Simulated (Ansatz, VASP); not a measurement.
# Cross-check of Pt (Platinum) between VASP and Ansatz

One calculation is typed for both programs; each brings its own data sets and cutoff. How far apart do they land? The cell comes out of the VASP series on this material, whose earlier steps may have relaxed, scaled or displaced it; both programs get it as it stands.

Calculated with Ansatz 0.2.0; plane waves, with VASP 6.6.1 beside it; relaxation of cell and atoms at BLYP.

## Step 1: The structure

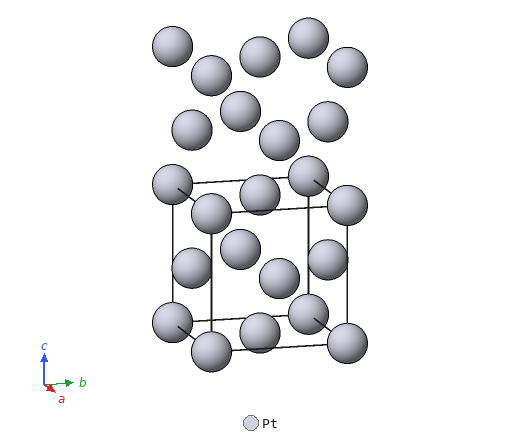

Start, viewed slightly off an axis; platinum light grey. 1×1×2 cells are drawn. This picture shows the conventional cell, with its axes. Some periodic images of atoms are drawn too.

Coordinates:

```cif
data_structure
_symmetry_space_group_name_H-M 'P 1'
_symmetry_Int_Tables_number 1
_cell_length_a 2.8695
_cell_length_b 2.8695
_cell_length_c 2.8695
_cell_angle_alpha 60.000
_cell_angle_beta 60.000
_cell_angle_gamma 60.000
_cell_volume 16.71
loop_
_atom_site_label
_atom_site_type_symbol
_atom_site_fract_x
_atom_site_fract_y
_atom_site_fract_z
_atom_site_occupancy
Pt1 Pt 0.00000 0.00000 0.00000 1
```

## Step 2: VASP: relaxation of cell and atoms, BLYP

The relaxed volume is the usual yardstick between codes: its relative difference is about their pressure difference at one cell divided by the bulk modulus.

Lines of VASP's logs that name or quote its potential files are left out, and so is its time.

INCAR

```
SYSTEM = Pt
PREC = Accurate
ENCUT = 450
EDIFF = 1E-06
NELM = 100
ISMEAR = 1
SIGMA = 0.15
LREAL = .FALSE.
ALGO = Normal
GGA = B5
ALDAX = 1
AGGAX = 1
AGGAC = 1
ALDAC = 0
NBANDS = 11
LASPH = .TRUE.
LORBIT = 11
LWAVE = .FALSE.
LCHARG = .FALSE.
KPAR = 8
IBRION = 2
NSW = 50
ISIF = 3
EDIFFG = -0.006
```

POSCAR

```
Pt
1.0
    0.0000000000      2.0290086942      2.0290086942
    2.0290086942      0.0000000000      2.0290086942
    2.0290086942      2.0290086942      0.0000000000
Pt
1
Direct
    0.0000000000      0.0000000000      0.0000000000
```

KPOINTS

```
Automatic mesh
0
Gamma
20 20 20
0 0 0
```

Potentials, in the order of the species: Pt (PBE family, release 64).

Command:

```bash
$ mpirun -np 8 vasp_std
```

Numbers of over 12 decimals in the logs are rounded to 6 here.

The log of the run:

```text
[banner, memory and clock lines left out]
running    8 mpi-ranks, on    1 nodes
 distrk:  each k-point on    1 cores,    8 groups
 distr:  one band on    1 cores,    1 groups

 POSCAR found type information on POSCAR Pt
 POSCAR found :  1 types and       1 ions
|                                                                             |
|           W    W    AA    RRRRR   N    N  II  N    N   GGGG   !!!           |
|           W    W   A  A   R    R  NN   N  II  NN   N  G    G  !!!           |
|           W    W  A    A  R    R  N N  N  II  N N  N  G       !!!           |
|           W WW W  AAAAAA  RRRRR   N  N N  II  N  N N  G  GGG   !            |
|           WW  WW  A    A  R   R   N   NN  II  N   NN  G    G                |
|           W    W  A    A  R    R  N    N  II  N    N   GGGG   !!!           |
|                                                                             |
|     For optimal performance we recommend to set                             |
|       NCORE = 2 up to number-of-cores-per-socket                            |
|     NCORE specifies how many cores store one orbital (NPAR=cpu/NCORE).      |
|     This setting can greatly improve the performance of VASP for DFT.       |
|     The default, NCORE=1 might be grossly inefficient on modern             |
|     multi-core architectures or massively parallel machines. Do your        |
|     Unfortunately you need to use the default for GW and RPA                |
|     calculations (for HF NCORE is supported but not extensively tested      |
|     yet).                                                                   |
|                                                                             |

|                                                                             |
|               ----> ADVICE to this user running VASP <----                  |
|                                                                             |
|     You enforced a specific xc type in the INCAR file but a different       |
|     [... a line on the potential file left out ...]
|     I HOPE YOU KNOW WHAT YOU ARE DOING!                                     |
|                                                                             |

 LDA part: xc-table for (Slater(with rela. corr.)+VWN5), standard interpolation
 POSCAR, INCAR and KPOINTS ok, starting setup
 FFT: planning ... GRIDC
 FFT: planning ... GRID_SOFT
 FFT: planning ... GRID
 WAVECAR not read
 entering main loop
       N       E                     dE             d eps       ncg     rms          rms(c)
DAV:   1     0.354910067056E+02    0.35491E+02   -0.48217E+03  5968   0.734E+02
DAV:   2    -0.485192509842E+01   -0.40343E+02   -0.38565E+02  6415   0.160E+02
DAV:   3    -0.536591722909E+01   -0.51399E+00   -0.51065E+00  6585   0.173E+01
DAV:   4    -0.536814700696E+01   -0.22298E-02   -0.22296E-02  6475   0.133E+00
DAV:   5    -0.536816820745E+01   -0.21200E-04   -0.21200E-04  6628   0.122E-01    0.934E+00
DAV:   6    -0.502665200322E+01    0.34152E+00   -0.95214E-01  6019   0.738E+00    0.471E+00
DAV:   7    -0.500349994224E+01    0.23152E-01   -0.86969E-02  6535   0.219E+00    0.215E+00
DAV:   8    -0.500125277589E+01    0.22472E-02   -0.33757E-03  6109   0.499E-01    0.434E-01
DAV:   9    -0.500109929405E+01    0.15348E-03   -0.13655E-04  6277   0.998E-02    0.200E-02
DAV:  10    -0.500110409518E+01   -0.48011E-05   -0.45261E-06  6422   0.191E-02    0.892E-03
DAV:  11    -0.500110359554E+01    0.49964E-06   -0.72041E-08  3500   0.280E-03
   1 F= -.50011036E+01 E0= -.50009728E+01  d E =-.500110E+01
 curvature:   0.00 expect dE= 0.000E+00 dE for cont linesearch  0.000E+00
 trial: gam= 0.00000 g(F)=  0.557E-63 g(S)=  0.939E-07 ort = 0.000E+00 (trialstep = 0.100E+01)
 search vector abs. value=  0.940E-07
 reached required accuracy - stopping structural energy minimisation
```

From OUTCAR (step 2):

```text
ion  position               nearest neighbor table
   1  0.000  0.000  0.000-

  LATTYP: Found a face centered cubic cell.
 ALAT       =     4.0580173884

 Subroutine GETGRP returns: Found 48 space group operations
 (whereof 48 operations were pure point group operations)

The static configuration has the point symmetry O_h .

 Found    256 irreducible k-points:

   k-points           NKPTS =    256   k-points in BZ     NKDIM =    256   number of bands    NBANDS=     11

   dimension x,y,z NGX =    20 NGY =   20 NGZ =   20
   dimension x,y,z NGXF=    40 NGYF=   40 NGZF=   40

   ENCUT  =  450.0 eV  33.07 Ry    5.75 a.u.   4.96  4.96  4.96*2*pi/ulx,y,z

   NELECT =      10.0000    total number of electrons

 k-points in reciprocal lattice and weights: Automatic mesh
   0.00000000  0.00000000  0.00000000       0.000
   0.05000000  0.00000000  0.00000000       0.001
   0.10000000  0.00000000  0.00000000       0.001
   0.15000000  0.00000000  0.00000000       0.001
   0.20000000  0.00000000  0.00000000       0.001
   0.25000000  0.00000000  0.00000000       0.001
   0.30000000  0.00000000  0.00000000       0.001
   0.35000000  0.00000000  0.00000000       0.001
   0.40000000  0.00000000  0.00000000       0.001
[...]
-0.30000000  0.50000000  0.20000000       0.002
  -0.25000000  0.50000000  0.25000000       0.001

 average (electrostatic) potential at core
       1 -64.1765

 E-fermi :   9.9746

 k-point     1 :       0.0000    0.0000    0.0000
  band No.  band energies     occupation
    ...
      2       6.7563      2.00000
      3       6.7563      2.00000
      4       6.7563      2.00000
      5       8.5726      2.00000
      6       8.5727      2.00000
      7      25.1451      0.00000
      8      29.3771      0.00000
      9      29.3771      0.00000
     10      29.3771      0.00000
     11      34.8232      0.00000

 k-point     2 :       0.0500    0.0000    0.0000
  band No.  band energies     occupation
    ...
      2       6.7203      2.00000
      3       6.7914      2.00000
      4       6.7914      2.00000
      5       8.5545      2.00000
      6       8.5545      2.00000
      7      25.2764      0.00000
      8      28.8621      0.00000
      9      29.5063      0.00000
     10      29.5063      0.00000
     11      35.3403      0.00000

 k-point     3 :       0.1000    0.0000    0.0000
  band No.  band energies     occupation
    ...
      2       6.6250      2.00000
      3       6.8861      2.00000
      4       6.8861      2.00000
      5       8.5132      2.00000
      6       8.5132      2.00000
      7      25.6329      0.00000
      8      27.6951      0.00000
      9      29.8813      0.00000
     10      29.8813      0.00000
     11      35.6872      0.00000

  Total        0.0008054      0.0008054      0.0008054     -0.0000000      0.0000000     -0.0000000
  in kB        0.0772435      0.0772435      0.0772435     -0.0000000      0.0000000     -0.0000000
  external PRESSURE =       0.0772435 kB  Pullay stress =       0.0000000 kB

  energy-cutoff  :      450.00
  volume of cell :       16.71
      direct lattice vectors                 reciprocal lattice vectors
     0.000000000  2.029008694  2.029008694    -0.246425755  0.246425755  0.246425755
     2.029008694  0.000000000  2.029008694     0.246425755 -0.246425755  0.246425755
     2.029008694  2.029008694  0.000000000     0.246425755  0.246425755 -0.246425755

 POSITION                                       TOTAL-FORCE (eV/Angst)
 -----------------------------------------------------------------------------------
      0.00000      0.00000      0.00000         0.000000      0.000000      0.000000
 -----------------------------------------------------------------------------------
    total drift:                                0.000000      0.000000      0.000000

  FREE ENERGIE OF THE ION-ELECTRON SYSTEM (eV)
  ---------------------------------------------------
  free  energy   TOTEN  =        -5.0011035955 eV

  energy  without entropy=       -5.0007110670  energy(sigma->0) =       -5.00097275

 reached required accuracy - stopping structural energy minimisation

 total charge
# of ion       s       p       d       tot
------------------------------------------
    1        0.595   0.472   8.044   9.111

[... 3 further parts left out ...]
```

CONTCAR:

```
Pt
   1.00000000000000
     0.0000000000000000    2.0290086941999999    2.0290086941999999
     2.0290086941999999    0.0000000000000000    2.0290086941999999
     2.0290086941999999    2.0290086941999999    0.0000000000000000
  Pt
     1
Direct
     0.0000000000000000    0.0000000000000000    0.0000000000000000
```

## Step 3: Ansatz: relaxation of cell and atoms, BLYP

Ansatz runs on its default PAW (the set named soft_2) files.

The same cell, functional (in two slightly different forms), mesh and smearing now go to Ansatz, which takes its cutoff from its data sets.

input.yaml

```yaml
crystal:
  lattice:
    - [0.0, 2.0290086942, 2.0290086942]
    - [2.0290086942, 0.0, 2.0290086942]
    - [2.0290086942, 2.0290086942, 0.0]
  atoms:
    - { symbol: Pt, position: [0.0, 0.0, 0.0] }
hamiltonian:
  xc: blyp
  pseudopotentials: { kind: paw }
kpoints:
  mp_grid: { grid: [20, 20, 20] }
scf:
  occupations: { method: methfessel_paxton, width: 0.15 }
relax:
  f_tol: 0.01
  max_steps: 60
  cell: { stress_tol: 0.05 }
output:
  forces: true
  stress: true
```

Command:

```bash
$ ansatz run input.yaml --threads 4 --pin off --max-ram 9216MiB --backend cpu --events-out ev --progress --plain --runs-dir out
```

The log of the run:

```text
Engine: ansatz 0.2.0, x86_64-unknown-linux-gnu
Pseudopotentials: kind: paw
Pseudopotential: Pt, paw, valence charge 18, recommended cutoff 420 eV (normal), Pt.paw.azcp
Functional definition: BLYP
  parameter beta = 0.0042
  parameter a = 0.04918
  parameter b = 0.132
  parameter c = 0.2533
  parameter d = 0.349
  exchange = b88_x(beta = beta)
  correlation = lyp_c(a = a, b = b, c = c, d = d)
Crystal: 1 atoms, lattice volume = 16.706 Å³
Basis set: ecut = 420 eV, 331 PW (Γ), exchange–correlation on 40×40×40 points (8 copies of the dense FFT grid, shifted against one another)
Bands: 13, of which v1, the nominal top of the filled ones, is band 9 counted from 1 (8 counted from 0)
Symmetry: 48 space group operations
Space group: Fm-3m (ITA 225), of the structure as read, at distance tolerance 2.6e-5 Å
k-points: 256 of 8000
Non-local potential: Pt, projectors of the file, l = 0: 3, l = 1: 2, l = 2: 2, l = 3: 1
PAW form: soft (Blöchl's): semilocal exchange-correlation on the pseudo side does not see the compensation charge
PAW frozen core: Pt, regenerated for the run's functional, and the local potential with it (the file was generated under x = pbe(κ = 0.804, μ = 0.219515), c = pbe(β = 0.066725))
PAW one-centre angular grid: Pt, 590 points (default); XC on 64 Gauss nodes
Initial density: superposition of atomic densities (neutral atoms: chi_scale 0, normalization atom), corrected by the library's trained network
Initial wavefunctions: pseudopotential atomic-orbital guess
Functional: x = b88, c = lyp
SCF iter   1: F=—  HF=-12549.058653 eV  |F-HF|=—  |Δ(HF+E_count)|=         —  Δρ=1.09e-2  dr2=1.99e-2  ethr=1.77e-3  ⟨swp⟩=5.0  Hψ=17528  notcnv=0
preconditioner: auto → none  [metal: Δε(μ)=0.020 eV  Ē_g=13.233 eV  σ=0.150 eV  W_gap=0.11  n_scr=8 (ndim 8)  ℏωp=28.7 eV  f_vac=0.000  D(μ)=2.07/eV (n_scr^D=26)  sad-step TF]
SCF iter   2: F=—  HF=-12549.055332 eV  |F-HF|=—  |Δ(HF+E_count)|=   3.32e-3  S|Δr|=    0.00e0  Δρ=5.43e-3  dr2=4.23e-3  ethr=1.11e-4  ⟨swp⟩=1.0  Hψ=5376  notcnv=0
SCF iter   3: F=—  HF=-12549.054875 eV  |F-HF|=—  |Δ(HF+E_count)|=   4.57e-4  S|Δr|=    0.00e0  Δρ=9.45e-4  dr2=8.79e-5  ethr=2.35e-5  ⟨swp⟩=2.3  Hψ=4389  notcnv=0
SCF iter   4: F=—  HF=-12549.054918 eV  |F-HF|=—  |Δ(HF+E_count)|=   4.27e-5  S|Δr|=    0.00e0  Δρ=1.14e-4  dr2=1.98e-6  ethr=4.89e-7  ⟨swp⟩=2.0  Hψ=4516  notcnv=0
SCF iter   5: F=-12549.054918 eV  HF=-12549.054918 eV  |F-HF|=2.18e-9  |Δ(HF+E_count)|=   1.74e-7  S|Δr|=    0.00e0  Δρ=6.67e-6  dr2=1.60e-9  ethr=5.56e-10  ⟨swp⟩=4.4  Hψ=11363  notcnv=0
SCF 1 converged in 5 iterations: F = -12549.054918 eV  dr2 = 1.60e-9
  greatest PAW one-centre occupation: 1.000 electrons in one spin orbital (limit 2), on the Pt atom at site 0 (counted from 0), in its partial waves of l = 0
relax step   1: F+E_penalty+E_count = -12549.05491775 eV  Δ(F+E_penalty+E_count) = +0.000e0 eV  max|allowed force component| = 0.000e0 eV/Å  Δτ_max = 0.0000 Å  P = -1.018 GPa  Ω = 16.706 Å³  (5 SCF iters, dr2 threshold 1.00e-7 eV, accepted)
[...]
relax step   2: F+E_penalty+E_count = -12549.05416932 eV  Δ(F+E_penalty+E_count) = +7.484e-4 eV  max|allowed force component| = 0.000e0 eV/Å  Δτ_max = 0.0000 Å  P = +2.123 GPa  Ω = 16.449 Å³  energy of the carried Pulay correction = +9.656e-5 eV  (5 SCF iters, dr2 threshold 1.00e-7 eV, rejected (line search))
[...]
relax step   3: F+E_penalty+E_count = -12549.05522508 eV  Δ(F+E_penalty+E_count) = -3.073e-4 eV  max|allowed force component| = 0.000e0 eV/Å  Δτ_max = 0.0000 Å  P = -0.024 GPa  Ω = 16.622 Å³  energy of the carried Pulay correction = +3.147e-5 eV  (7 SCF iters, accepted)
[...]
relax step   4: F+E_penalty+E_count = -12549.05519419 eV  Δ(F+E_penalty+E_count) = +3.090e-5 eV  max|allowed force component| = 0.000e0 eV/Å  Δτ_max = 0.0000 Å  P = -0.023 GPa  Ω = 16.622 Å³  stress off target by 2.29e-2 GPa  SCF on the basis re-selected at this cell (its energy is not comparable with the rows above)  (4 SCF iters)
basis re-selected at this cell: Δ(F+E_penalty+E_count) = +3.090e-5 eV, ΔP = +0.001 GPa vs the last step (what re-selecting the basis moved, of the pressure what is left beyond the Pulay correction that the steps carried, after the strain that the cell walked since its last selection, with what the two solves' SCF thresholds leave and, on support functions, any second-order correction that the steps lacked; it is no measure of the basis error at this ecutwfc). This SCF's stress stands 2.29e-2 GPa from its target on what of the cell is left free (relax.cell.stress_tol is 5.00e-2 GPa) and its largest allowed force component is 0.00e0 eV/Å (relax.f_tol is 1.00e-2 eV/Å): [rest of the remark cut]
SCF converged after 4 iterations
Stability not checked: this state was not tested for a lower state beside it, because cold or Methfessel-Paxton smearing, or corrected tetrahedra, fill the levels in a way that the test cannot read (fill_not_monotonic; see scf.lower_state_search)
Free energy (F): -12549.055194 eV
Harris-Foulkes:  -12549.055194 eV  (|F-HF|=0.00e0)
Internal energy: -12549.054816 eV  (E = F + TS)
E sigma→0 (E₀):  -12549.055100 eV
Entropy (-TS):   -0.000378 eV (-0.378 meV/atom)
Fermi energy:    21.010121 eV
--- Per-component energies (eV) ---
  E_band       = -162.525289
  E_kinetic    = 636.729560
  E_local      = -1591.929898  (includes V_loc(G=0)·N_el)
  E_nonlocal   = 198.556263
  E_hartree    = 588.724815
  E_xc         = -257.437613
  E_vxc        = -296.688229  (∫ρ·V_xc dr)
  E_paw        = -9483.788037  (= ΣΔE_a)
  E_vpaw       = -286.642791  (= ΣTr[D̂ρ^β])
  E_aug_tail   = 0.000199  (compensation charges beyond the density's cutoff)
  E_ewald      = -2640.049567
  E_core_change = 0.139463  (= ΣΔE_core)
  E_smearing   = -0.000378  (= −TS)
  E_closure    = 0.000000  (closes the sum)
  Σ components = -12549.055194   (vs F -12549.055194, Δ=0.00e0)
--- Forces (eV/Å), atoms counted from 1 ---
  atom   1  Pt     0.00000000     0.00000000    -0.00000000
  max |Σ_I F_I| component: 4.11e-32 eV/Å
--- Stress (GPa, compression-positive) ---
       -0.022937      -0.000000      -0.000000
       -0.000000      -0.022937      -0.000000
        0.000000      -0.000000      -0.022937
  P = ⅓ Tr σ = -0.0229 GPa (-0.229 kbar)
--- Relaxed structure (3 steps of the walk, 2 accepted, 1 SCFs on fresh bases) ---
  F+E_penalty+E_count = -12549.05519419 eV   max|allowed force component| = 0.000e0 eV/Å   (the final SCF, on the basis selected at the relaxed cell)
  cell:  # Å, volume = 16.6220 Å³
    - [0, 2.025588, 2.025588]
    - [2.025588, 0, 2.025588]
    - [2.025588, 2.025588, 0]
  atoms:
    - { symbol: Pt, position: [0.0, 0.0, 0.0] }
```

Wall time 1.5 s (4 threads of Intel Xeon 6975P-C (Granite Rapids), shared host); peak memory 0.41 GiB; 4.7 s of CPU time.

## Step 4: Comparison

Known differences besides the PAW data sets themselves: both relaxations stop at a tolerance, which leaves soft axes loose, and VASP keeps its plane-wave basis; the data sets hold 18 valence electrons in Ansatz (default PAW (the set named soft_2) files) and 10 in VASP; the cutoff is 420 eV in Ansatz and 450 eV in VASP; Ansatz makes its cores anew for this functional, VASP keeps those of its PBE data sets; VASP's log shows a relativistic correction to its local exchange, Ansatz's none; Ansatz adds a Pulay correction to the stress that steers its cell, VASP none. Total energies have different zeros and are not compared.

Compared:

| quantity | Ansatz | VASP | difference |
| --- | --- | --- | --- |
| volume (Å³) | 16.62 | 16.71 | -0.51 % |
| edge a after relaxation, in the typed setting (Å) | 2.865 | 2.869 | -0.17 % |

The walks stopped with -0.02 GPa left in Ansatz and 0.01 GPa in VASP; each walk ends within a tolerance, so the volume difference is uncertain by about these residues over the bulk modulus, most in soft cells.

## Step 5: Outcome

- difference in volume (relaxation of cell and atoms, BLYP): -0.51 %

The difference in volume is -0.51 % (relaxation of cell and atoms, BLYP), within the 1.2 % picked in this series as the mark of a large difference, as far as the stopping tolerances let one tell. How closely two codes agree says nothing of how well the functional describes the real material.

[Lines on the potential files, build, host, timing and source positions are cut from VASP's logs without a mark.]

[Logs are printed without paths, hosts, clocks, repeated set-up lines and the standing remarks that a program may print on its own settings, such as how far it seeks lower states.]

[Hosts, paths, dates, database ids (printed as entryN), source tags and the programs' standing remarks are cut or masked in the printed files.]
